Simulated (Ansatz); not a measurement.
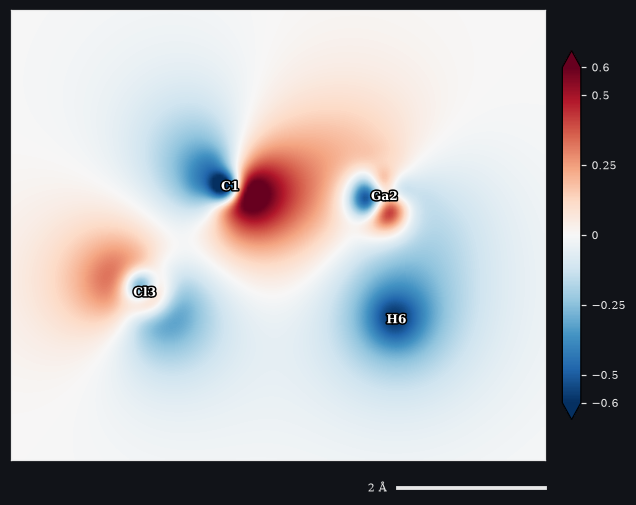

*CH$_{3}$ClGa (charge −1). The HOMO−1 on the plane of atoms C1, Ga2 and H6 (values in Å⁻³ᐟ²; the overall sign is arbitrary).*

Geometry: PBE0-D4/def2-TZVPD.

Level of theory: RKS PBE0-D4/def2-TZVPPD in Ansatz.

```yaml
atoms:
  - { symbol: C, position_ang: [-0.3674, -0.7893, -0.8938] }
  - { symbol: Ga, position_ang: [-0.4581, 0.7756, 0.5022] }
  - { symbol: Cl, position_ang: [1.0174, -1.0767, -2.0853] }
  - { symbol: H, position_ang: [-0.4485, -1.7390, -0.3517] }
  - { symbol: H, position_ang: [-1.2562, -0.7306, -1.5334] }
  - { symbol: H, position_ang: [1.0015, 1.5384, 0.1479] }
```

Question: Where does this orbital lie, and at what energy?

Answer: It lies mainly on C1 (about 30 %), Ga2 (about 25 %), H6 (about 25 %) and Cl3 (about 15 %). Its energy is −2.25 eV.
